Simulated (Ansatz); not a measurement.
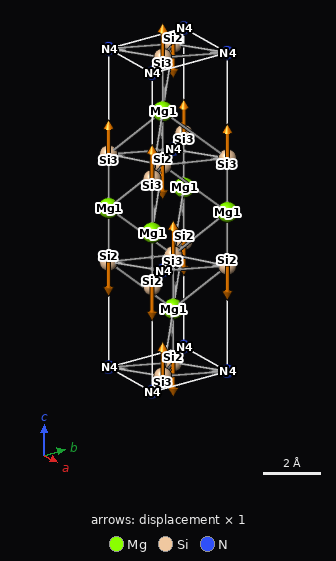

This is a relaxation of crystalline MgSi2N (a generated structure, set up in R-3m) (coarse preliminary run). The starting structure is drawn; orange arrows show the displacements (the part carried along by the change of the cell is left out), at their true length.

Style: ball-and-stick. Shown: the conventional cell (3 times the calculation's cell), slightly off an axis. Lengths and directions refer to the drawn axes.

All numbers below come from Ansatz, DFT PBE, scalar-relativistic, plane waves, PAW. Settings: plane-wave cutoff 420 eV; k-point mesh 6 × 6 × 6; occupations gaussian; smearing width 0.1 eV; no spin polarisation; cell and atoms relaxed; force threshold 0.04 eV/Å; at most 70 steps.

Which element moves most?

Silicon: up to 1.28 Å, against 0.00 Å for nitrogen.

What happened in the run?

Over 30 accepted moves (35 points after the start) the energy falls by 1762 meV per atom. Largest force component: 9.2 eV/Å at the start, 0.038 eV/Å at the end. The pressure goes from 23.53 to −0.04 GPa. The line search rejected the trial steps at points 7, 27 of the run. At 3 points the geometry stayed and the basis and grid were re-selected for the new cell (energy shift of 71.4 meV per atom at most each time). The largest moves relative to the cell, 1.28 Å, are those of Si2 and Si3. Si3 goes along +c. N and Mg stay in place. Cell: a = b 4.271 → 2.828 Å (−33.8 %), c 11.608 → 22.327 Å (+92.3 %). Volume −15.7 %. Near-neighbour distances that change, for instance: Mg1–Si2 1.961 → 5.052 Å, Si2–Si2 4.271 → 2.828 Å, Si2–Si3 2.466 → 3.123 Å, Si2–N4 2.466 → 2.106 Å. Bonds break: Mg1–Si2 (1.96 → 5.05 Å), Mg1–Si3 (1.96 → 5.05 Å). Among the angles between lasting bonds that change: Si2–Mg1–Si2 86.4° → 58.5°, Si2–Mg1–Si3 93.6° → 121.5°, Mg1–Si2–Mg1 86.4° → 58.5°. The space group stays R-3m (No. 166).
